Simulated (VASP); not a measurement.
**Li3PCl3: density, localisation and related maps**

```xyz
7
Lattice="5.2453 0.0000 0.0000 0.0000 5.2453 0.0000 0.0000 0.0000 5.2453" Properties=species:S:1:pos:R:3 pbc="T T T"
P     0.0104    0.0009    5.2394
Li    2.6017    5.2299    5.1819
Li    5.1967    2.6043    5.2106
Li    5.2339    0.0362    2.6849
Cl    5.2307    2.6452    2.6509
Cl    2.6521    5.2291    2.6002
Cl    2.6160    2.6179    0.0052
```

Space group P1; a generated structure, not necessarily the stable one; computed pressure about −2 GPa in this cell.

All numbers below come from Kohn-Sham DFT of a periodic cell, PBE, VASP PAW PBE potentials, recommended in VASP.

Core electrons are frozen (PAW), and the valence fields are smoothed inside the atomic spheres.

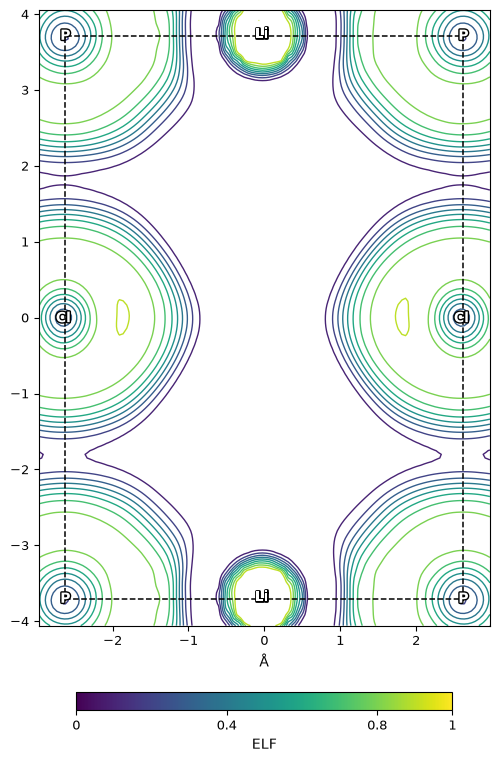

Figure 1. ELF on the (011) plane of the conventional cell.

> Interpret the plot.

The plane passes through P, Li and Cl nuclei.
Li–P (2.59 Å): the ELF peaks at about 0.90 in the valence shell of P, 0.9 Å from its nucleus, and is about 0.80 at the midpoint.
Li–P (2.65 Å): the ELF peaks at about 0.85 in the valence shell of P, 1.0 Å from its nucleus, and is about 0.75 at the midpoint.

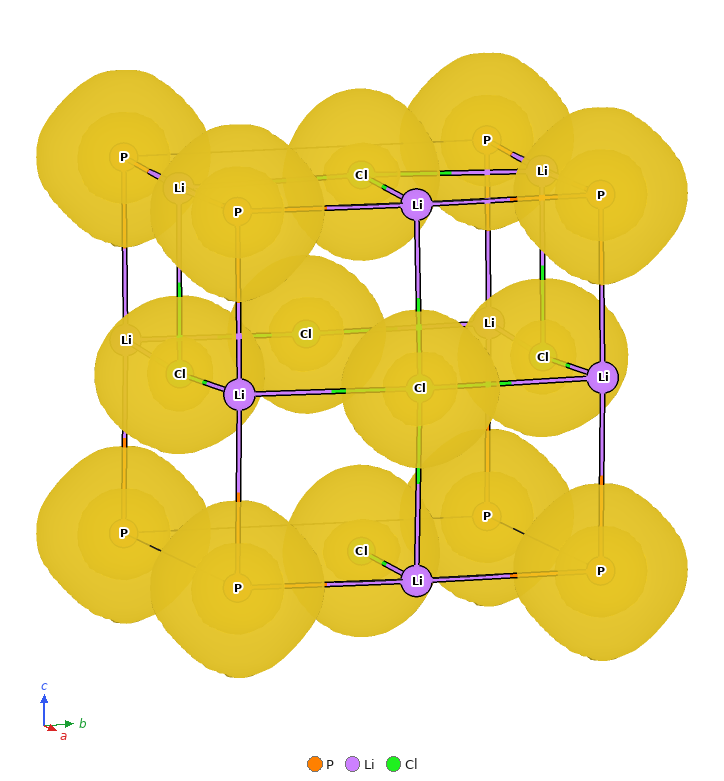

Figure 2. Isosurface of the electron localisation function at 0.8 (yellow), seen slightly off an axis. Core shells and regions of very low density are left out. Sticks mark near contacts.

> What do the ELF domains correspond to?

At this value the surface marks out three regions wrapped around Cl (the valence shell of each) and one region wrapped around P (its valence shell), counted in one cell of 7 atoms. Any copies at cell faces, edges or corners count once.


Li–P (2.55 Å): the ELF peaks at about 0.90 in the valence shell of P, 0.9 Å from its nucleus, and is about 0.80 at the midpoint. Li–Cl (2.56 Å): the ELF peaks at about 0.85 in the valence shell of Cl, 0.9 Å from its nucleus, and falls to about 0 next to Li: an ionic contact with no shared pair.
